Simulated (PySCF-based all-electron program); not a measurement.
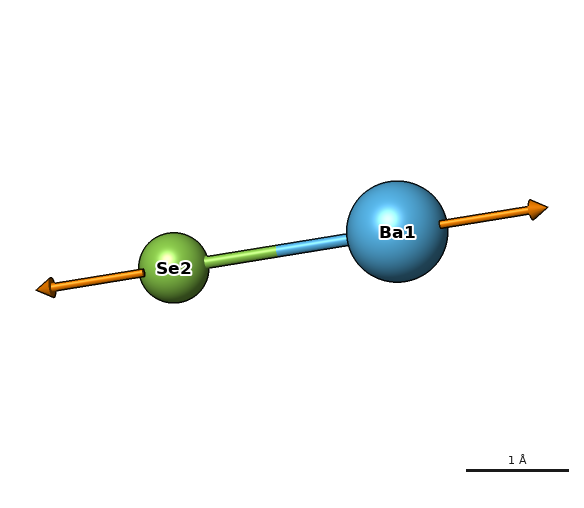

Arrows show the forces on the atoms, 0.2 Å of arrow for 1 eV/Å; forces under a tenth of the largest aren't drawn. Level of theory: PBE, all-electron, scalar-relativistic (Koelling-Harmon), large uncontracted Gaussian sets (PySCF-based all-electron program).

Along which bond is the force strongest?

Ba1–Se2, now 2.358 Å: the forces push its atoms apart, so a first step downhill lengthens it.

List the force components in the frame of the picture (x right, y up, z towards the viewer), in eV/Å.

```csv
atom,Fx,Fy,Fz
Ba1,5.34,0.87,1.91
Se2,−5.34,−0.87,−1.91
```
